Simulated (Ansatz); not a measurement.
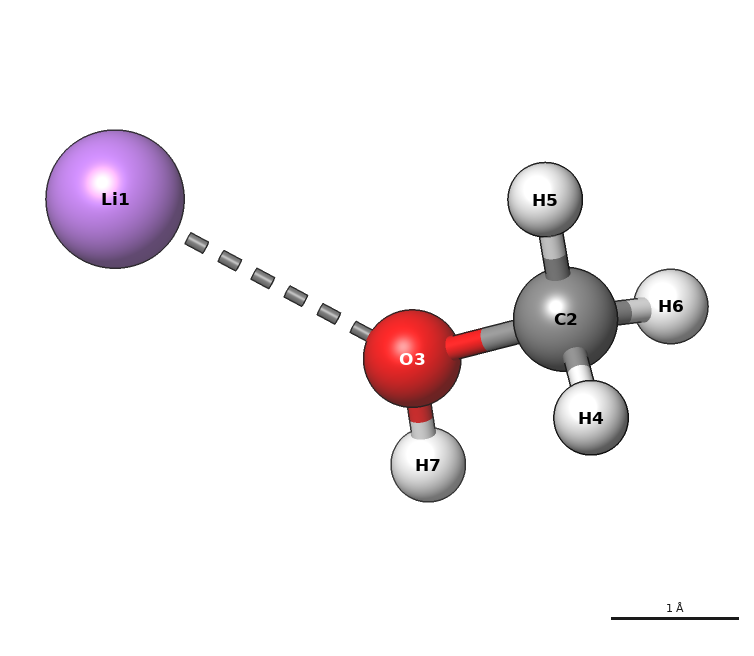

Two molecules or ions; the broken line marks their closest contact (measured against van der Waals radii). The species has charge +1 and is a spin singlet. Geometry: a pair of rigid molecules at a changed separation. Program: Ansatz 0.2.0.

> Which two species are they?

Li and CH4O (`CO.[Li+]`).

> How long is the contact?

Li1···O3 is 2.68 Å.

Give the counterpoise-corrected interaction energy (kcal/mol, monomers kept as in the pair) with RHF-CCSD(T) (frozen core)/def2-TZVPPD; ωB97M-V/def2-TZVPPD.

```tsv
level	interaction energy (kcal/mol)
RHF-CCSD(T) (frozen core)/def2-TZVPPD	−21.9
ωB97M-V/def2-TZVPPD	−22.5
```
